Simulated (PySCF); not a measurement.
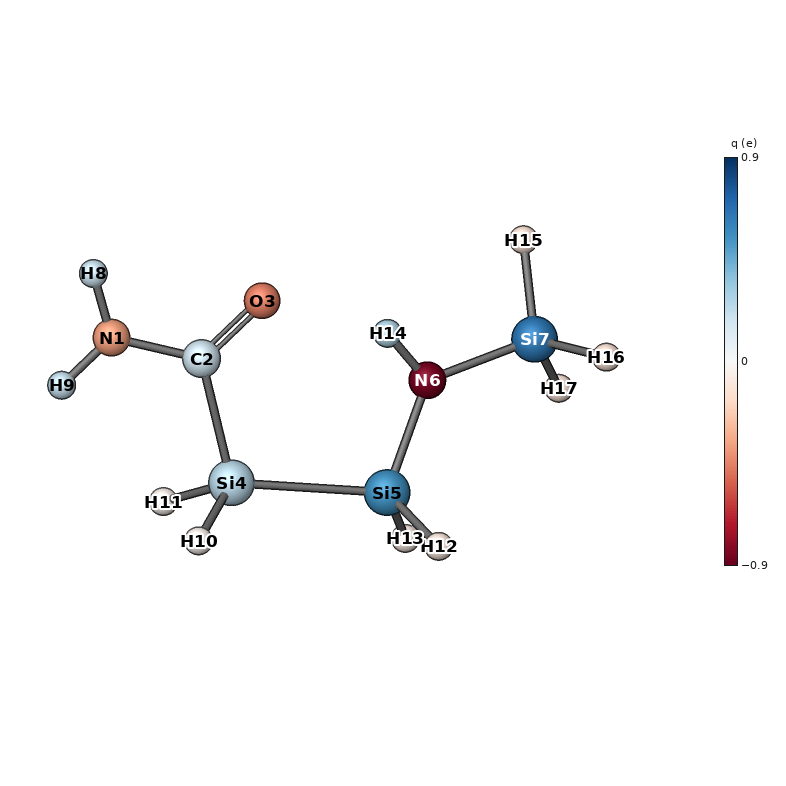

Atoms are coloured by their Mulliken charges. Computed geometry: GFN2-xTB optimisation. No frequency run is at hand to confirm it as a minimum. Properties computed with PBE0/pcSseg-1, gas phase (PySCF 2.14.0).

Question: Which atom carries the highest charge (most positive or least negative)?

Answer: Si7 (0.64 e).

Question: And the lowest?

Answer: N6 (−0.85 e).

List the Mulliken charges.

```json
{"atom": "N1", "value (e)": "−0.37"}
{"atom": "C2", "value (e)": "0.18"}
{"atom": "O3", "value (e)": "−0.45"}
{"atom": "Si4", "value (e)": "0.24"}
{"atom": "Si5", "value (e)": "0.54"}
{"atom": "N6", "value (e)": "−0.85"}
{"atom": "Si7", "value (e)": "0.64"}
{"atom": "H8", "value (e)": "0.19"}
{"atom": "H9", "value (e)": "0.21"}
{"atom": "H10", "value (e)": "−0.04"}
{"atom": "H11", "value (e)": "−0.05"}
{"atom": "H12", "value (e)": "−0.09"}
{"atom": "H13", "value (e)": "−0.08"}
{"atom": "H14", "value (e)": "0.26"}
{"atom": "H15", "value (e)": "−0.11"}
{"atom": "H16", "value (e)": "−0.11"}
{"atom": "H17", "value (e)": "−0.11"}
```

Mulliken values depend strongly on the basis set and can even reverse the polarity of a bond. The geometry is semi-empirical. Around Si such bond lengths and angles can be off by a tenth of an ångström or more and by several degrees, and values that hang on the shape move with them.
